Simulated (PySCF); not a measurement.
# CH₃NOSi: NMR shifts at several levels of theory, part 2 of 2

PySCF 2.14.0. Atoms count from 0. The steps go on from the part before.

## (9) NMR shieldings: KT3/pcSseg-2

The job: settings as JSON, then the geometry in Å.

```
{"job": {"kind": "nmr", "xc": "KT3", "basis": "pcSseg-2", "pop": false}, "charge": 0, "multiplicity": 1}
N      2.546130    -0.484756     0.206930
C      1.455516    -0.110281     0.082557
Si    -0.315237     0.454143    -0.096127
O     -1.288811    -0.844504    -0.400203
H     -0.388322     1.348863    -1.272102
H     -0.639434     1.155774     1.175528
H     -1.335742    -1.548338     0.253582
```

Level: GIAO KT3/pcSseg-2 NMR shielding, non-relativistic, gas phase.

What it wrote:

```text
coarse grid: 6720 points
cycle   1  E = -464.0431672871  dE =  3.673e-01  |g| = 9.158e-01  |ddm| = 1.998e+00
cycle   2  E = -463.1589790137  dE =  8.842e-01  |g| = 2.183e+00  |ddm| = 2.449e+00
cycle   3  E = -464.1783170772  dE = -1.019e+00  |g| = 3.172e-01  |ddm| = 2.158e+00
cycle   4  E = -464.1828019041  dE = -4.485e-03  |g| = 2.967e-01  |ddm| = 2.690e-01
cycle   5  E = -464.2019629829  dE = -1.916e-02  |g| = 6.345e-02  |ddm| = 1.718e-01
cycle   6  E = -464.2029539817  dE = -9.910e-04  |g| = 9.126e-03  |ddm| = 5.470e-02
cycle   7  E = -464.2029779002  dE = -2.392e-05  |g| = 2.633e-03  |ddm| = 1.137e-02
cycle   8  E = -464.2029797527  dE = -1.853e-06  |g| = 5.302e-04  |ddm| = 2.827e-03
final grid: 61456 points
cycle   9  E = -464.2235306411  dE = -2.323e-04  |g| = 1.477e-02  |ddm| = 8.806e-02
cycle  10  E = -464.2234560661  dE =  7.458e-05  |g| = 2.297e-02  |ddm| = 1.804e-02
cycle  11  E = -464.2235347039  dE = -7.864e-05  |g| = 9.505e-03  |ddm| = 1.536e-02
cycle  12  E = -464.2235497826  dE = -1.508e-05  |g| = 4.552e-03  |ddm| = 5.318e-03
cycle  13  E = -464.2235541964  dE = -4.414e-06  |g| = 3.887e-04  |ddm| = 2.314e-03
cycle  14  E = -464.2235542337  dE = -3.733e-08  |g| = 9.344e-05  |ddm| = 4.043e-04
cycle  15  E = -464.2235542361  dE = -2.407e-09  |g| = 1.523e-05  |ddm| = 9.130e-05
cycle  16  E = -464.2235542362  dE = -6.867e-11  |g| = 2.706e-06  |ddm| = 2.018e-05
converged SCF energy = -464.2235542362

GIAO shielding tensors (ppm)
atom      isotropic    diamagn.    paramagn.     s11        s22        s33       span
  0 N      -75.966     331.588    -407.553   -265.754   -248.751    286.608    552.362
  1 C       64.824     264.132    -199.307    -48.734    -41.698    284.905    333.640
  2 Si     414.729     877.634    -462.905    352.358    407.924    483.904    131.545
  3 O      299.909     384.222     -84.313    283.050    294.378    322.300     39.250
  4 H       26.617      28.273      -1.656     23.885     25.095     30.869      6.984
  5 H       26.332      28.649      -2.316     23.394     24.862     30.741      7.347
  6 H       30.403      31.292      -0.889     23.046     25.656     42.508     19.462
```

Run time: 25 s. Hardware: 1 thread of Arm Neoverse N1, shared host; peak memory 0.67 GiB.

Key values: δ C1 116.5, N0 334.7, Si2 -56.5, O3 23.9, H4 4.88, H6 0.95 ppm (means over like atoms).

## (10) Nuclear shieldings: B97-D/pcSseg-2

Same as in step 9 but for these lines:

```diff
@@ -1,2 +1,2 @@
-{"job": {"kind": "nmr", "xc": "KT3", "basis": "pcSseg-2", "pop": false}, "charge": 0, "multiplicity": 1}
+{"job": {"kind": "nmr", "xc": "B97-D", "basis": "pcSseg-2", "pop": false}, "charge": 0, "multiplicity": 1}
 N      2.546130    -0.484756     0.206930
```

With the program's defaults for keys left out, this is: GIAO B97-D/pcSseg-2 NMR shielding, non-relativistic, gas phase.

What it wrote:

```text
coarse grid: 6720 points
cycle   1  E = -459.2198876191  dE =  3.544e-01  |g| = 9.180e-01  |ddm| = 2.036e+00
cycle   2  E = -458.3576231450  dE =  8.623e-01  |g| = 2.189e+00  |ddm| = 2.319e+00
cycle   3  E = -459.3483258870  dE = -9.907e-01  |g| = 3.400e-01  |ddm| = 2.047e+00
cycle   4  E = -459.3562705658  dE = -7.945e-03  |g| = 2.952e-01  |ddm| = 2.641e-01
cycle   5  E = -459.3749499703  dE = -1.868e-02  |g| = 6.368e-02  |ddm| = 1.693e-01
cycle   6  E = -459.3759023273  dE = -9.524e-04  |g| = 9.426e-03  |ddm| = 5.166e-02
cycle   7  E = -459.3759274641  dE = -2.514e-05  |g| = 2.644e-03  |ddm| = 1.140e-02
cycle   8  E = -459.3759293329  dE = -1.869e-06  |g| = 4.656e-04  |ddm| = 2.655e-03
final grid: 61456 points
cycle   9  E = -459.3794785814  dE = -7.589e-05  |g| = 8.746e-03  |ddm| = 4.867e-02
cycle  10  E = -459.3794131422  dE =  6.544e-05  |g| = 1.871e-02  |ddm| = 1.353e-02
cycle  11  E = -459.3794795630  dE = -6.642e-05  |g| = 6.811e-03  |ddm| = 1.120e-02
cycle  12  E = -459.3794892281  dE = -9.665e-06  |g| = 1.951e-03  |ddm| = 3.498e-03
cycle  13  E = -459.3794899360  dE = -7.080e-07  |g| = 3.479e-04  |ddm| = 1.141e-03
cycle  14  E = -459.3794899640  dE = -2.801e-08  |g| = 4.356e-05  |ddm| = 2.995e-04
cycle  15  E = -459.3794899644  dE = -3.897e-10  |g| = 8.867e-06  |ddm| = 3.508e-05
converged SCF energy = -459.3794899644

GIAO shielding tensors (ppm)
atom      isotropic    diamagn.    paramagn.     s11        s22        s33       span
  0 N      -87.815     332.088    -419.903   -282.543   -267.141    286.239    568.783
  1 C       57.131     264.949    -207.818    -59.821    -53.274    284.488    344.309
  2 Si     397.509     876.449    -478.940    334.241    390.351    467.934    133.694
  3 O      301.978     384.454     -82.476    284.183    297.366    324.386     40.203
  4 H       26.601      28.223      -1.622     23.876     25.116     30.811      6.934
  5 H       26.309      28.596      -2.287     23.389     24.867     30.672      7.283
  6 H       30.389      31.269      -0.880     23.012     25.594     42.561     19.549
```

Wall time 24 s (1 thread of Arm Neoverse N1, shared host); peak memory 0.73 GiB.

Key values: δ C1 121.9, N0 345.7, Si2 -61.0, O3 23.2, H4 4.94, H6 1.01 ppm (means over like atoms).

## (11) NMR shieldings: B3LYP/pcSseg-2

Same as in step 10 but for these lines:

```diff
@@ -1,2 +1,2 @@
-{"job": {"kind": "nmr", "xc": "B97-D", "basis": "pcSseg-2", "pop": false}, "charge": 0, "multiplicity": 1}
+{"job": {"kind": "nmr", "xc": "B3LYP", "basis": "pcSseg-2", "pop": false}, "charge": 0, "multiplicity": 1}
 N      2.546130    -0.484756     0.206930
```

Method: GIAO B3LYP/pcSseg-2 NMR shielding, non-relativistic, gas phase.

What it wrote:

```text
coarse grid: 6720 points
cycle   1  E = -459.3911790108  dE =  3.240e-01  |g| = 8.414e-01  |ddm| = 1.996e+00
cycle   2  E = -458.9865357615  dE =  4.046e-01  |g| = 1.644e+00  |ddm| = 1.421e+00
cycle   3  E = -459.5094353229  dE = -5.229e-01  |g| = 2.285e-01  |ddm| = 1.102e+00
cycle   4  E = -459.5164938881  dE = -7.059e-03  |g| = 1.420e-01  |ddm| = 1.477e-01
cycle   5  E = -459.5206291418  dE = -4.135e-03  |g| = 2.607e-02  |ddm| = 7.569e-02
cycle   6  E = -459.5207787131  dE = -1.496e-04  |g| = 3.528e-03  |ddm| = 1.932e-02
cycle   7  E = -459.5207817104  dE = -2.997e-06  |g| = 7.385e-04  |ddm| = 3.386e-03
final grid: 61456 points
cycle   8  E = -459.5261677184  dE = -2.866e-05  |g| = 2.352e-03  |ddm| = 1.571e-02
cycle   9  E = -459.5261674504  dE =  2.680e-07  |g| = 2.414e-03  |ddm| = 3.465e-03
cycle  10  E = -459.5261683299  dE = -8.795e-07  |g| = 1.451e-03  |ddm| = 1.964e-03
cycle  11  E = -459.5261687693  dE = -4.394e-07  |g| = 2.318e-04  |ddm| = 6.848e-04
cycle  12  E = -459.5261687818  dE = -1.249e-08  |g| = 4.093e-05  |ddm| = 1.561e-04
cycle  13  E = -459.5261687821  dE = -2.583e-10  |g| = 1.322e-05  |ddm| = 3.094e-05
converged SCF energy = -459.5261687821

GIAO shielding tensors (ppm)
atom      isotropic    diamagn.    paramagn.     s11        s22        s33       span
  0 N     -104.590     330.311    -434.901   -307.141   -293.114    286.485    593.626
  1 C       50.961     264.644    -213.683    -70.417    -64.308    287.608    358.025
  2 Si     385.436     875.103    -489.667    320.596    380.066    455.647    135.052
  3 O      302.242     384.479     -82.237    283.940    298.193    324.593     40.654
  4 H       26.610      27.997      -1.387     23.845     25.081     30.904      7.060
  5 H       26.389      28.348      -1.959     23.465     24.924     30.778      7.313
  6 H       30.230      31.230      -1.001     22.737     25.311     42.641     19.904
```

Run time: 18 s. Hardware: 1 thread of Arm Neoverse N1, shared host; peak memory 0.88 GiB.

In short: δ C1 128.2, N0 363.1, Si2 -60.8, O3 23.6, H4 4.89, H6 1.16 ppm (means over like atoms).

## (12) Run by run: NMR shifts

Shifts (ppm), means over like atoms, with basis size and wall time:

| run | C1 | H4 | H6 | N0 | Si2 | O3 | functions | time |
| --- | --- | --- | --- | --- | --- | --- | --- | --- |
| HF/pcSseg-2 | 134.7 | 4.47 | 1.85 | 373.7 | -56.3 | 9.5 | 193 | 11 s |
| LDA/pcSseg-2 | 131.3 | 5.42 | 1.04 | 376.3 | -54.2 | 29.6 | 193 | 21 s |
| PBE/pcSseg-2 | 126.1 | 5.15 | 0.91 | 360.8 | -57.3 | 26.9 | 193 | 24 s |
| BLYP/pcSseg-2 | 124.5 | 5.04 | 0.94 | 358.1 | -64.4 | 28.8 | 193 | 25 s |
| BP86/pcSseg-2 | 125.2 | 5.14 | 0.92 | 357.9 | -58.2 | 25.2 | 193 | 25 s |
| OPBE/pcSseg-2 | 123.5 | 5.02 | 0.94 | 349.3 | -51.3 | 23.2 | 193 | 26 s |
| KT2/pcSseg-2 | 116.9 | 5.12 | 0.93 | 339.2 | -54.5 | 24.4 | 193 | 25 s |
| KT3/pcSseg-2 | 116.5 | 4.88 | 0.95 | 334.7 | -56.5 | 23.9 | 193 | 25 s |
| B97-D/pcSseg-2 | 121.9 | 4.94 | 1.01 | 345.7 | -61.0 | 23.2 | 193 | 24 s |
| B3LYP/pcSseg-2 | 128.2 | 4.89 | 1.16 | 363.1 | -60.8 | 23.6 | 193 | 18 s |

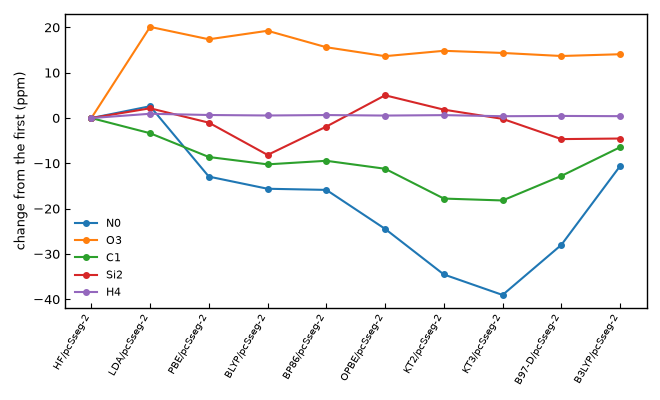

How five of the tabulated atoms move from run to run.

## (13) Summary of results

What follows sums up all 2 parts.

```
                                                            quantity               value
                                ¹³C shifts against TMS (HF/pcSseg-2)           134.7 ppm
¹H shifts against TMS (HF/pcSseg-2, means over atoms taken as alike)      4.47, 1.85 ppm
                                ¹⁵N shifts against NH3 (HF/pcSseg-2)           373.7 ppm
                               ²⁹Si shifts against TMS (HF/pcSseg-2)           -56.3 ppm
                                ¹⁷O shifts against H2O (HF/pcSseg-2)             9.5 ppm
                                            range of the shift of N0  334.7 to 376.3 ppm
```

**Reading.** Single values in the summary come from the first run of each kind that ended normally (HF/pcSseg-2), which need not be the best level. At HF/pcSseg-2: The largest span, 606 ppm, is at N0, where the paramagnetic term is -443 ppm. Across the 10 runs the shift of N0 moves most, between 334.7 (KT3/pcSseg-2) and 376.3 ppm (LDA/pcSseg-2).
